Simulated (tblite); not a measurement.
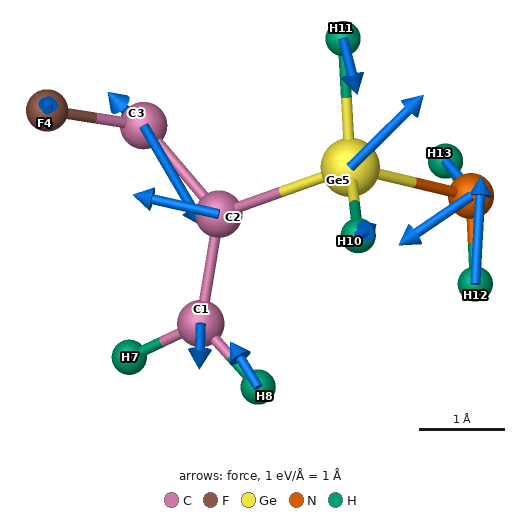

Starting geometry of C3H7FGeN (multiplicity 2) with the computed forces as blue arrows. The picture is a ball-and-stick view, seen at a tilt.

The calculation used GFN2-xTB geometry optimisation, gas phase (tblite). 

Is this structure relaxed? If not, where do the atoms go?

Answer. It isn't relaxed: the largest force vector, on a C atom, is 1.40 eV/Å. The final displacements have little in common with the starting forces (cosine between the two patterns 0.20). The largest move after the best rigid fit is that of the F atom, 2.27 Å. By element the largest moves are F 2.27 Å, H 0.97 Å, C 0.58 Å, N 0.48 Å, Ge 0.21 Å. Near-neighbour distances that change, for instance: C–C 1.480 → 1.369 Å, Ge–N 1.891 → 1.809 Å, Ge–H 1.558 → 1.497 Å, C–Ge 1.934 → 1.991 Å. Bond angles that change, for instance: C–C–H 115.2° → 128.8°, C–Ge–N 103.9° → 115.2°, Ge–N–H 104.5° → 115.8°. Groups turn about C–Ge by about 40°. Over 124 geometry steps the energy falls by 1.232 eV.
